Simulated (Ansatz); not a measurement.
Base system: BaTiO3 in the cubic perovskite structure (space group Pm-3m, No. 221; a = 3.970 Å).

The change: cell and atoms relaxed at a pressure of 7.5 GPa.

Method: PBEsol (Ansatz, a quantum-chemistry and plane-wave program; PAW; 420 eV plane waves; no SOC).

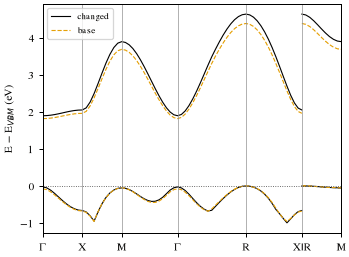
Fig. 1. Highest valence and lowest conduction band along the path, each from its own valence-band maximum

### Question
Read the changed gap and its character from the plot.

### Answer
About 1.9 eV, indirect, R → Γ.

Load acts through the strain it causes; cell and atoms are relaxed under it. Stability against distortions was not tested. Competing high-pressure phases were not computed. All final runs are without spin polarisation. Many cubic perovskites are stable only at high temperature; tilts and polar distortions were not tested. This is not the structure that BaTiO3 has at room temperature and ambient pressure.
